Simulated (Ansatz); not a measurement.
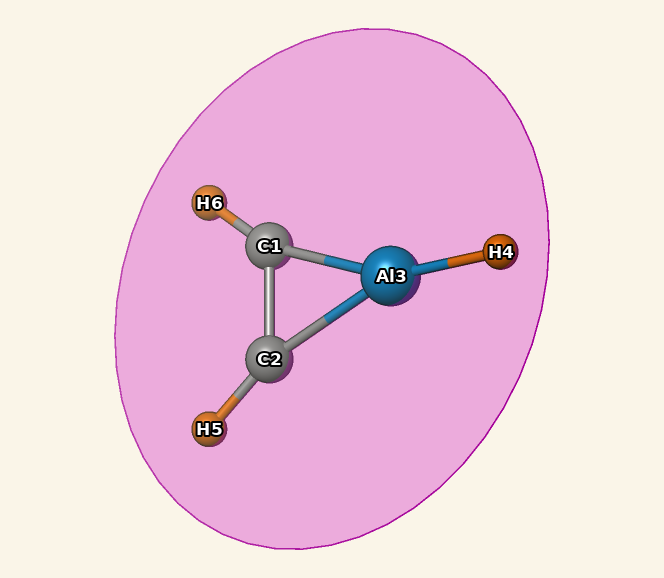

A disc through the centre of mass is drawn in. Atoms fade into the background with distance from the viewer. Computed geometry: PBE-D4/def2-SVP optimisation. No frequency run is at hand to confirm it as a minimum.

Q: Is the plane of the disc a mirror plane of the structure?

A: Yes. The reflection leaves C1, C2, Al3, H4, H5, H6 in place. The point group is C2v.
